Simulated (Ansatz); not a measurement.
CuI (zinc blende): energy against volume

CuI (zinc blende)

```cif
data_CuI
_chemical_formula_sum 'I1 Cu1'
_space_group_name_H-M_alt 'P 1'
_space_group_IT_number 1
_cell_length_a 4.25739
_cell_length_b 4.25739
_cell_length_c 4.25739
_cell_angle_alpha 60.000
_cell_angle_beta 60.000
_cell_angle_gamma 60.000
loop_
_space_group_symop_operation_xyz
  'x, y, z'
loop_
_atom_site_label
_atom_site_type_symbol
_atom_site_fract_x
_atom_site_fract_y
_atom_site_fract_z
_atom_site_occupancy
I1 I 0.75000 0.75000 0.75000 1
Cu1 Cu 0.00000 0.00000 0.00000 1
```

This relaxed cell (volume V₀) is scaled evenly in all directions, its shape held. Symmetry pins the atoms to their sites.

Level of theory: r2SCAN (plane waves to 500 eV, PAW, scalar-relativistic; Ansatz, a quantum-chemistry and plane-wave program). k mesh 10×10×10 (Γ-centred), Fermi-Dirac smearing 0.05 eV. E stands for the smeared free energy. Compression counts positive. CuI is run without spin polarisation. CuI was relaxed with its symmetry unable to fall. Spin-orbit coupling is left out, though I is heavy. The PAW data are Ansatz's earlier set. The zero of ΔE is the relaxed starting cell.

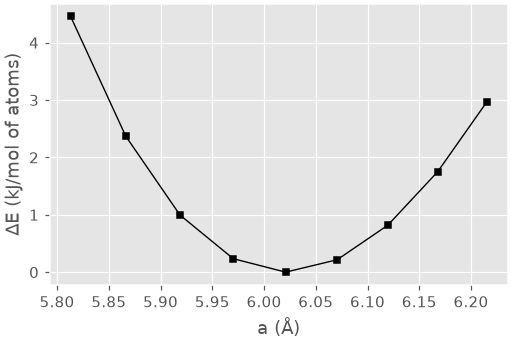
*ΔE (kJ/mol of atoms) against a (Å); one marker a computed point.*

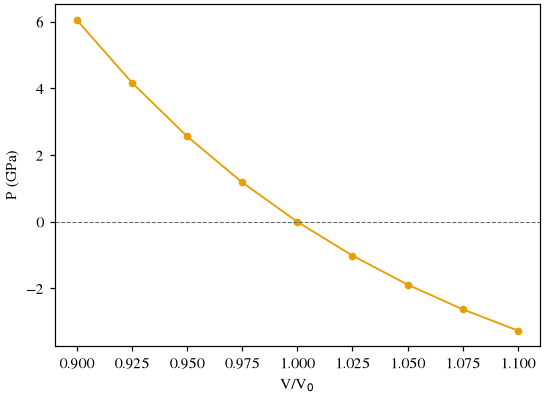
P (GPa) against V/V₀; one marker a computed point.

The pressure at the smallest volume is 6.05 GPa, the pressure derivative B₀′ (fit) is 5.2 and the bulk modulus B₀ (third-order Birch-Murnaghan fit) is 43.8 GPa. The pressure for 5 % compression (fit) is 2.6 GPa and the equilibrium volume of the fit comes out as 27.28 Å³/atom.

Check by three points about V = 27.283 Å³/atom, step 0.682: d²E/dV² ≈ (2.4 − 2·0.0 + 2.2) meV / 0.682² = 0.00989 eV/Å⁶, and V·d²E/dV² × 160.2 = 43.2 GPa.

(Under strain, the slope of the energy per volume gives the stress and its curvature an elastic modulus.)
